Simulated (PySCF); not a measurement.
Sn(GeH3)(OH)3, H6GeO3Sn, SMILES [OH][Sn]([OH])([OH])[GeH3] at its PBE0/def2-SVP optimised geometry (Å):

```
11

O     -1.2250    -1.7518     1.7983
Sn    -0.7187    -1.0800     0.0000
O     -1.2393     0.8358     0.0000
O      1.2669    -1.0800     0.0000
Ge    -1.7603    -2.4246    -1.9575
H     -0.4301    -1.9290     2.3173
H     -1.5965     1.0800     0.8634
H      1.5965    -0.1724     0.0156
H     -1.1930    -3.8506    -1.9289
H     -3.2841    -2.4511    -1.7750
H     -1.3917    -1.7286    -3.2751
```

Level of theory: PBE0/def2-TZVP, def2 effective core potentials past Kr (PySCF 2.14.0). The core electrons that the potentials of Sn replace are not part of the density. Cells within 0.4 Å of a nucleus heavier than hydrogen are left out (blank, or x).

Map of the deformation density (molecule minus spherical neutral atoms) (e/bohr³) on the plane z = 0.0 Å:

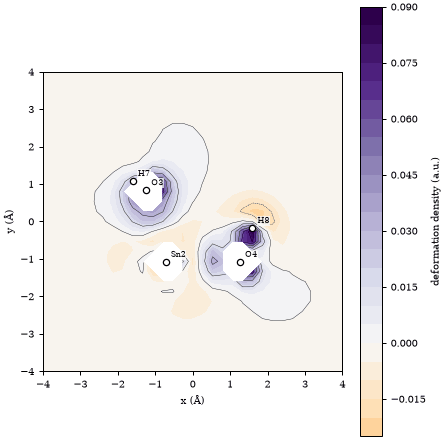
Fig. 1. Deformation density (molecule minus spherical neutral atoms) (e/bohr³) on the plane z = 0.0 Å.
